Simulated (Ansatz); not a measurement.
# C₃H₅ClOSi: one species, many methods

Aim: compute C₃H₅ClOSi with functionals from several rungs and with coupled cluster, and see how far each lands from CCSD(T) at the basis-set limit for the atomisation energy.

The runs use Ansatz 0.2.0, Gaussian basis; functionals in def2-TZVPP, the program's frozen cores in correlated methods.

Levels to be run: PBE-D4, r2SCAN-D4, PBE0-D4, B3LYP-D4, ωB97X-V, ωB97M-V, B2PLYP; CCSD(T)/def2-TZVPP; MP2/def2-QZVPP; extrapolation to the limit.

### 1 Structure used throughout

The geometry comes from an earlier relaxation with PBE0-D4 in a triple-zeta def2 set; it is a stationary point, not always the lowest conformer.

11 atoms, charge 0, spin multiplicity 1.

Atoms are counted from 1 here; the program's logs count them from 0.

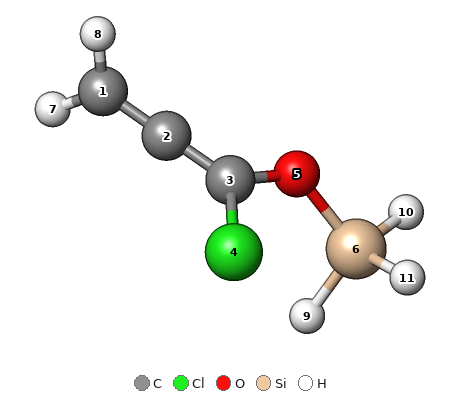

The geometry (carbon grey, chlorine green, oxygen red, silicon light orange, hydrogen white); atoms are numbered from 1 in the order of the file.

### 2 PBE-D4 (GGA)

The input, in.yaml:

```yaml
crystal:
  periodic: [false, false, false]
  atoms:
    - {symbol: C, position_ang: [1.189358, -2.472752, 0.588628]}
    - {symbol: C, position_ang: [0.610538, -1.424241, 0.087020]}
    - {symbol: C, position_ang: [0.036694, -0.380989, -0.438656]}
    - {symbol: Cl, position_ang: [-1.180636, -0.589992, -1.671693]}
    - {symbol: O, position_ang: [0.326287, 0.888525, -0.126070]}
    - {symbol: Si, position_ang: [-0.745012, 2.166177, -0.040160]}
    - {symbol: H, position_ang: [0.786213, -2.982786, 1.459878]}
    - {symbol: H, position_ang: [2.101046, -2.878915, 0.157417]}
    - {symbol: H, position_ang: [-1.953717, 1.770141, 0.723270]}
    - {symbol: H, position_ang: [0.017978, 3.212502, 0.673971]}
    - {symbol: H, position_ang: [-1.123347, 2.635332, -1.393003]}
basis:
  gaussian: {orbitals: def2-TZVPP}
hamiltonian: {xc: pbe, dispersion: d4}
output: {forces: true, orbitals: {seedname: orbitals}}
```

Launch:

```sh
> ansatz run in.yaml --threads 4 --pin off --events-out ev --progress --plain --max-ram 10444MiB
```

Further steps of the session: r2SCAN-D4 (meta-GGA); PBE0-D4 (hybrid); B3LYP-D4 (hybrid); ωB97X-V (range-separated); ωB97M-V (range-separated); B2PLYP (double hybrid); CCSD(T) in def2-TZVPP; MP2 in def2-QZVPP.

**Question.** What will the summary of the whole plan be? Wanted: atomisation energy, CCSD(T)/CBS; farthest; mean size of error, hybrid; mean size of error, range-separated; gap, smallest and largest; T1 diagnostic; triples share of the correlation energy.

**Answer**, as computed:

| quantity | value |
| --- | --- |
| atomisation energy, CCSD(T)/CBS | 43.727 eV |
| functionals within 0.219 eV (0.5 %) | B3LYP-D4, ωB97X-V |
| farthest | PBE-D4 (+1.406 eV) |
| mean size of error, hybrid | 0.197 eV |
| mean size of error, range-separated | 0.179 eV |
| gap, smallest and largest | 3.82 eV (PBE-D4), 10.53 eV (ωB97X-V) |
| T1 diagnostic | 0.0124 |
| triples share of the correlation energy | 4.4 % |

In words: PBE-D4 misses by +1.406 eV. Double hybrids carry the basis error of their MP2 part in triple zeta, and no dispersion term here, so their miss is partly the set-up's. The reference freezes the cores and leaves out relativity and excitations past (T), so misses under about 0.219 eV can't be ranked. Hartree-Fock recovers 71 % of the binding; the rest is correlation. Orbital gaps span 3.8 to 10.5 eV; exact exchange widens them. The restricted reference is unstable towards a spin-broken one.
